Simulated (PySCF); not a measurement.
**NH3S (Thiohydroxylamine): CCSDTQ/STO-6G**

Aim: the energy change on altering one bond length of NH3S (Thiohydroxylamine) at CCSDTQ/STO-6G, from 2 runs. The job is set up through a Python script.

The calculation is run with PySCF 2.14.0.

11 further runs of the same task are left out: 11 set aside as unsound or not needed.

## Step 1: The system as given

NH3S: 5 atoms, total charge 0, spin state singlet. As SMILES, `NS`. The coordinates come from a GFN2-xTB relaxation. This is one conformer, not always the lowest.

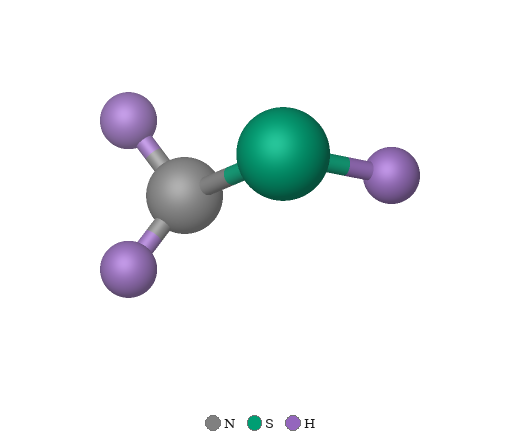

Viewed from a chosen angle; nitrogen grey, sulfur teal, hydrogen purple.

## Step 2: A single-point energy at CCSDTQ/STO-6G

mol.xyz reads:

```xyz
5
H3NS
N     -0.162760    -0.507400    -0.231700
S      0.168270     0.954370     0.610330
H      0.015040    -1.300690     0.375430
H     -1.135990    -0.524720    -0.519210
H      1.115440     1.378440    -0.234860
```

job.py reads:

```python
from pyscf import gto, cc

mol = gto.Mole()
mol.atom = 'mol.xyz'
mol.verbose = 4
mol.spin = 0
mol.basis = 'sto-6g'
mol.max_memory = 1860
mol.build()

mf = mol.RHF()
mf.conv_tol = 1e-10
mf.kernel()
if not mf.converged:
    mf = mf.newton().run(mf.mo_coeff, mf.mo_occ)

mycc = cc.CCSDTQ(mf, frozen=6)
mycc.kernel()
etot = mycc.e_tot
print('Final energy', etot)
```

Launch:

```
$ OMP_NUM_THREADS=1 python job.py
```

The log of the run:

```text
PySCF version 2.14.0

[INPUT] num. atoms = 5
[INPUT] num. electrons = 26
[INPUT] charge = 0
[INPUT] spin (= nelec alpha-beta = 2S) = 0
[INPUT] symmetry False subgroup None
[INPUT] Mole.unit = angstrom
[INPUT] Symbol           X                Y                Z      unit          X                Y                Z       unit  Magmom
[INPUT]  1 N     -0.162760000000  -0.507400000000  -0.231700000000 AA   -0.307571824034  -0.958847035604  -0.437849543062 Bohr   0.0
[INPUT]  2 S      0.168270000000   0.954370000000   0.610330000000 AA    0.317984214981   1.803497921501   1.153356545606 Bohr   0.0
[INPUT]  3 H      0.015040000000  -1.300690000000   0.375430000000 AA    0.028421480913  -2.457947872961   0.709459878945 Bohr   0.0
[INPUT]  4 H     -1.135990000000  -0.524720000000  -0.519210000000 AA   -2.146709980245  -0.991577092082  -0.981164701135 Bohr   0.0
[INPUT]  5 H      1.115440000000   1.378440000000  -0.234860000000 AA    2.107876108385   2.604874079145  -0.443821077615 Bohr   0.0

nuclear repulsion = 57.857555808558
number of shells = 11
number of NR pGTOs = 102
number of NR cGTOs = 17
basis = sto-6g
ecp = {}

******** <class 'pyscf.scf.hf.RHF'> ********
method = RHF
initial guess = minao
damping factor = 0
level_shift factor = 0
DIIS = <class 'pyscf.scf.diis.CDIIS'>
diis_start_cycle = 1
diis_space = 8
diis_damp = 0
SCF conv_tol = 1e-10
SCF conv_tol_grad = None
SCF max_cycles = 50
direct_scf = True
direct_scf_tol = 1e-13
Set gradient conv threshold to 1e-05
Initial guess from minao.
init E= -452.054805986652
  HOMO = -0.216859546386483  LUMO = 0.218325035711023  gap/eV = 11.84198
cycle= 1 E= -452.126738315233  delta_E= -0.0719  |g|= 0.205  |ddm|= 2.77
  HOMO = -0.235937620130499  LUMO = 0.466055349446676  gap/eV = 19.10220
cycle= 2 E= -452.145790053086  delta_E= -0.0191  |g|= 0.0354  |ddm|= 0.364
  HOMO = -0.272496110172243  LUMO = 0.432099564352101  gap/eV = 19.17302
cycle= 3 E= -452.14665081132  delta_E= -0.000861  |g|= 0.0119  |ddm|= 0.0888
  HOMO = -0.275727064407895  LUMO = 0.433036814570769  gap/eV = 19.28645
cycle= 4 E= -452.146758518776  delta_E= -0.000108  |g|= 0.00327  |ddm|= 0.0358
  HOMO = -0.274927501583971  LUMO = 0.433036681833789  gap/eV = 19.26469
cycle= 5 E= -452.146768858278  delta_E= -1.03e-05  |g|= 0.00096  |ddm|= 0.0124
  HOMO = -0.274955748187202  LUMO = 0.433130395992748  gap/eV = 19.26801
cycle= 6 E= -452.146769804649  delta_E= -9.46e-07  |g|= 0.000142  |ddm|= 0.00441
  HOMO = -0.274974958323612  LUMO = 0.433112091140778  gap/eV = 19.26803
cycle= 7 E= -452.146769823726  delta_E= -1.91e-08  |g|= 2.94e-05  |ddm|= 0.000536
  HOMO = -0.274974442179284  LUMO = 0.433109776461689  gap/eV = 19.26795
cycle= 8 E= -452.146769824489  delta_E= -7.62e-10  |g|= 2.95e-06  |ddm|= 0.000114
  HOMO = -0.274975299273443  LUMO = 0.433109470989903  gap/eV = 19.26797
cycle= 9 E= -452.146769824495  delta_E= -6.25e-12  |g|= 2.95e-07  |ddm|= 9.5e-06
  HOMO = -0.274975348298794  LUMO = 0.433109410045668  gap/eV = 19.26797
Extra cycle  E= -452.146769824494  delta_E= 9.09e-13  |g|= 1.05e-07  |ddm|= 6.26e-07
converged SCF energy = -452.146769824494

******** <class 'pyscf.cc.rccsdtq.RCCSDTQ'> ********
RCCSDTQ nocc = 7, nmo = 11
Allocating only the i<=j<=k<=l part of the T4 amplitude in memory
frozen orbitals 6
max_cycle = 50
conv_tol = 1e-07
conv_tol_normt = 1e-06
diis with the T4 amplitude
diis_space = 6
diis_start_cycle = 0
diis_start_energy_diff = 1e+09
einsum_backend: numpy
_make_eris_incore_RCCSDTQ
blksize  4
Approximate memory usage estimate
    T4 memory                 420 KB
    R4 memory                 420 KB
    Symmetrized T4 memory     336 KB
    ERIs memory               114 KB
    T1-ERIs memory            114 KB
    Intermediates memory      196 KB
Init t2, MP2 energy = -452.217666645102  E_corr(MP2) -0.070896820608
Init E_corr(RCCSDTQ) = -0.0708968206076667
cycle =  1  E_corr(RCCSDTQ) = -0.087757220489  dE = -1.686039988169e-02  norm(d tamps) = 5.11542135e-02
cycle =  2  E_corr(RCCSDTQ) = -0.093529901819  dE = -5.772681329922e-03  norm(d tamps) = 2.00555651e-02
cycle =  3  E_corr(RCCSDTQ) = -0.096972546004  dE = -3.442644185081e-03  norm(d tamps) = 8.88579226e-03
cycle =  4  E_corr(RCCSDTQ) = -0.097242456738  dE = -2.699107338330e-04  norm(d tamps) = 2.42620702e-03
cycle =  5  E_corr(RCCSDTQ) = -0.097223731270  dE =  1.872546862197e-05  norm(d tamps) = 1.05458479e-03
cycle =  6  E_corr(RCCSDTQ) = -0.097217794051  dE =  5.937218149787e-06  norm(d tamps) = 2.21148588e-04
cycle =  7  E_corr(RCCSDTQ) = -0.097215979893  dE =  1.814158913274e-06  norm(d tamps) = 8.81824626e-05
cycle =  8  E_corr(RCCSDTQ) = -0.097215781146  dE =  1.987463164183e-07  norm(d tamps) = 2.46555717e-05
cycle =  9  E_corr(RCCSDTQ) = -0.097215679002  dE =  1.021443199328e-07  norm(d tamps) = 9.93619307e-06
cycle = 10  E_corr(RCCSDTQ) = -0.097215839249  dE = -1.602468712725e-07  norm(d tamps) = 3.73624156e-06
cycle = 11  E_corr(RCCSDTQ) = -0.097215829410  dE =  9.839026537950e-09  norm(d tamps) = 9.77782766e-07
RCCSDTQ converged
E(RCCSDTQ) = -452.2439856539036   E_corr = -0.09721582940971289
E_corr(same-spin) = -0.004689576415348
E_corr(oppo-spin) = -0.0925262529943649
Final energy -452.2439856539036
```

It took 4.5 s on 1 thread of Intel Xeon Platinum 8488C (Sapphire Rapids), shared host; peak memory 0.13 GiB.

## Step 3: The distorted shape

run.py reads:

```python
from pyscf import gto, cc

mol = gto.M(
    atom='''
N       -0.636346      -0.719435       0.190896
S       -0.305316       0.742335       1.032926
H       -0.458546      -1.512725       0.798026
H       -1.609576      -0.736755      -0.096614
H        1.115440       1.378440      -0.234860
''',
    max_memory=1860,
    basis='sto-6g',
    spin=0,
    charge=0,
    verbose=3,
)

mf = mol.RHF()
mf.conv_tol = 1e-10
mf.kernel()
if not mf.converged:
    mf = mf.newton().run(mf.mo_coeff, mf.mo_occ)

mycc = cc.CCSDTQ(mf, frozen=6)
mycc.kernel()
e_tot = mycc.e_tot
print(f'total energy: {e_tot:.8f} hartree')
```

Launch:

```
$ OMP_NUM_THREADS=1 python run.py
```

The log of the run:

```text
converged SCF energy = -452.012621488547
_make_eris_incore_RCCSDTQ
RCCSDTQ converged
E(RCCSDTQ) = -452.1643141087271   E_corr = -0.1516926201801893
E_corr(same-spin) = -0.00686006261927075
E_corr(oppo-spin) = -0.144832557560919
total energy: -452.16431411 hartree
```

Run time: 6.3 s. Hardware: 1 thread of Intel Xeon Platinum 8488C (Sapphire Rapids), shared host; peak memory 0.13 GiB.

## Step 4: Summary of results

At CCSDTQ/STO-6G, 6 core orbitals frozen:

```
                                                         quantity          value
                                        first shape: total energy  -452.24399 Eh
                first shape: dipole moment (Hartree–Fock density)         0.79 D
                 first shape: HOMO energy (Hartree–Fock orbitals)       -7.48 eV
                 first shape: LUMO energy (Hartree–Fock orbitals)       11.79 eV
               first shape: HOMO–LUMO gap (Hartree–Fock orbitals)       19.27 eV
         first shape: correlation energy (6 core orbitals frozen)      -97.2 mEh
                                       first shape: T1 diagnostic          0.006
                                    distorted shape: total energy  -452.16431 Eh
            distorted shape: dipole moment (Hartree–Fock density)         1.52 D
             distorted shape: HOMO energy (Hartree–Fock orbitals)       -7.27 eV
             distorted shape: LUMO energy (Hartree–Fock orbitals)        5.55 eV
           distorted shape: HOMO–LUMO gap (Hartree–Fock orbitals)       12.82 eV
     distorted shape: correlation energy (6 core orbitals frozen)     -151.7 mEh
                                   distorted shape: T1 diagnostic          0.013
energy change with the S2–H5 bond stretched from 1.338 to 2.008 Å       2.168 eV
```

In words: With the S2–H5 bond stretched from 1.338 to 2.008 Å the energy rises by 2.17 eV (50 kcal/mol). The first shape isn't relaxed at this level, so the change isn't measured from a minimum. The minimal basis adds a large error of its own. Mulliken charges (distorted shape) of the mean-field density run from -0.50 on N1 to +0.23 on S2.
